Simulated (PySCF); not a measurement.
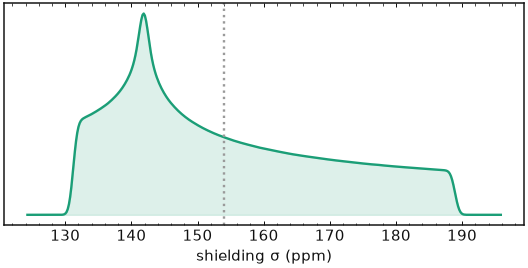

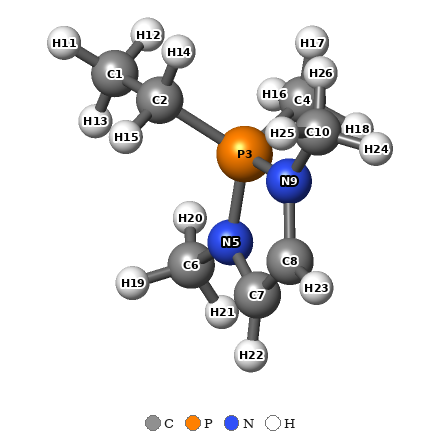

Static powder pattern (¹³C) from GIAO shielding tensors of C₇H₁₆N₂P⁺, SMILES CC[P+]1(C)N(C)C=CN1C, PBE0/pcSseg-1 (IEF-PCM chloroform) with PySCF 2.14.0, at a PBE0-D3(BJ)/def2-SVP geometry (no frequency check); absolute shielding, one fixed geometry of the isolated molecule without any motion, no dipolar terms. The dotted line is the isotropic value; skew is 3(σiso − σ22)/span.

### The pattern belongs to C10. Give the principal values, span and skew.

C10: σ11, σ22, σ33 = 131, 142, 189 ppm, isotropic 154, span 58 ppm, skew 0.63.

Caveats: one conformer of a flexible molecule.
